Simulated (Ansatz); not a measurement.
## Pressure series in BN

Start from BN (space group P6_3/mmc, No. 194; a = 2.500 Å, c = 6.412 Å; layered, stacked along the Cartesian z axis).

Cell and atoms are relaxed at each pressure.

All numbers come from PBEsol-D3(BJ) (Ansatz, a quantum-chemistry and plane-wave program, PAW, no spin-orbit coupling).

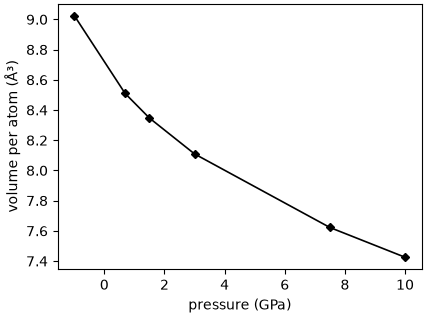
Volume against pressure

Task: Estimate the zero-pressure bulk modulus from the plot.

Result: About 32 GPa; a third-order Birch–Murnaghan fit to the points gives V₀ = 8.68 Å³/atom, B₀ = 32 GPa and B₀′ = 9.7.

Measured bulk modulus of BN: 27.4 GPa (room temperature; as listed in Hermann Muhammad et al., Nanoscale (2024)); the computed value is for a static lattice, so the two differ by thermal effects too.

Load acts through the strain it causes; cell and atoms are relaxed under it. Whether these cells are dynamically stable was not tested. No other phases were tried under pressure.
